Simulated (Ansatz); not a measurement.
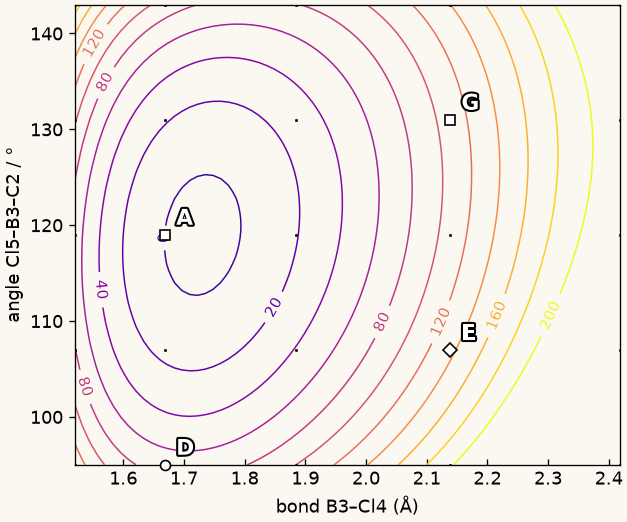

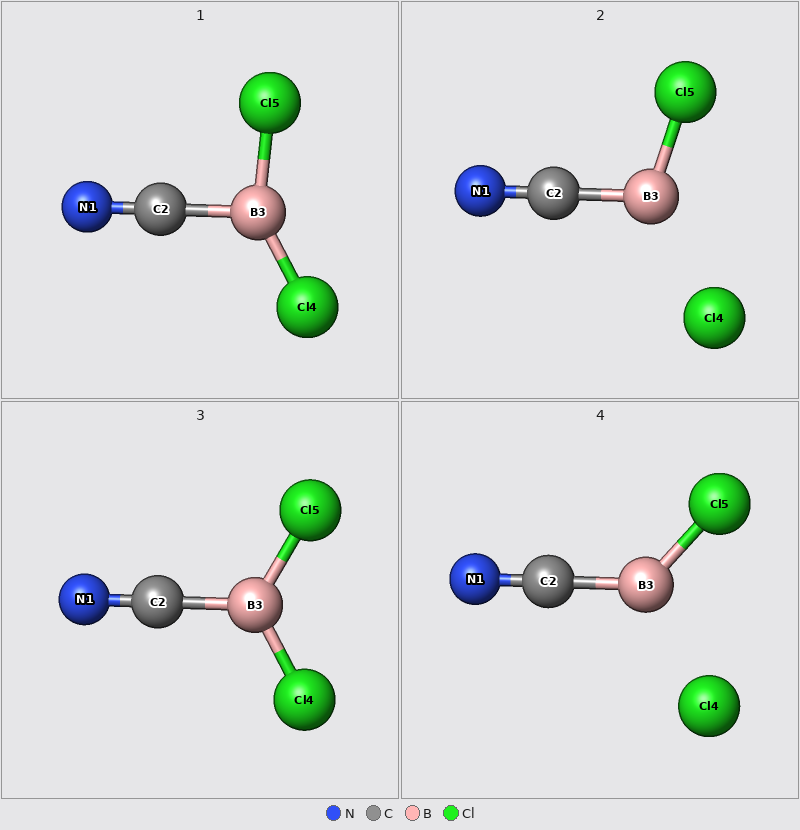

CBCl₂N, SMILES N#CB(Cl)Cl. Two internal coordinates are moved rigidly from the geometry relaxed at PBE0-D4/def2-TZVP, all others fixed. The first coordinate is: bond B3–Cl4; the second: angle Cl5–B3–C2. The grid has 5 × 5 points. Energies: kJ/mol, counted from the lowest grid point. Method: RKS PBE0-D4/def2-TZVPP (Ansatz).

Drawn: contour lines labelled in kJ/mol (none above 200), dots at the grid points, lettered points. Between grid points the surface is interpolated. The numbered pictures are the structures at these points, in random order.

**Which structure belongs to which point?**

A is structure 3: bond B3–Cl4 = 1.668 Å, angle Cl5–B3–C2 = 119°, 0 kJ/mol; D is structure 1: bond B3–Cl4 = 1.668 Å, angle Cl5–B3–C2 = 95°, 71 kJ/mol; E is structure 2: bond B3–Cl4 = 2.138 Å, angle Cl5–B3–C2 = 107°, 135 kJ/mol; G is structure 4: bond B3–Cl4 = 2.138 Å, angle Cl5–B3–C2 = 131°, 109 kJ/mol.
